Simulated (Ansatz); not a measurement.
Complex (SMILES): C (CH4) with F (HF), atoms 1 to 5 the first; geometry from A24 set, monomers rigid:
```xyz
7

C      0.0000     0.0000     1.7707
H      0.5159    -0.8936     1.4203
H      0.0000     0.0000     2.8581
H      0.5159     0.8936     1.4203
H     -1.0319     0.0000     1.4203
H      0.0000     0.0000    -0.5488
F      0.0000     0.0000    -1.4680
```

Basis-set convergence of the counterpoise-corrected interaction energy at HF with Ansatz (a quantum-chemistry and plane-wave program). All functions are spherical. No added dispersion term, no relativity. Functions are those of the species that has most. Reference: the value in aug-pcseg-3, -0.25 kcal/mol. Deviations are taken from unrounded values.

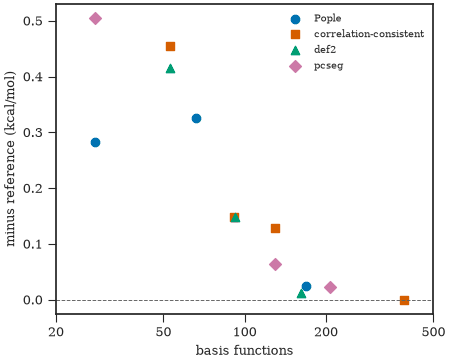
Fig. 1. Deviation from the reference against the number of basis functions, by family of sets.

| basis | functions | counterpoise-corrected interaction energy (kcal/mol) | minus reference (kcal/mol) |
|---|---|---|---|
| 3-21G | 28 | 0.03 | 0.28 |
| pcseg-0 | 28 | 0.25 | 0.50 |
| cc-pVDZ | 53 | 0.20 | 0.45 |
| def2-SVP | 53 | 0.16 | 0.42 |
| 6-311G** | 66 | 0.07 | 0.33 |
| aug-cc-pVDZ | 91 | -0.10 | 0.15 |
| def2-TZVP | 92 | -0.11 | 0.15 |
| cc-pVTZ | 130 | -0.12 | 0.13 |
| pcseg-2 | 130 | -0.19 | 0.06 |
| def2-TZVPPD | 162 | -0.24 | 0.01 |
| 6-311++G(3df,3pd) | 168 | -0.23 | 0.02 |
| aug-pcseg-2 | 207 | -0.23 | 0.02 |
| aug-cc-pVQZ | 390 | -0.25 | 0.00 |
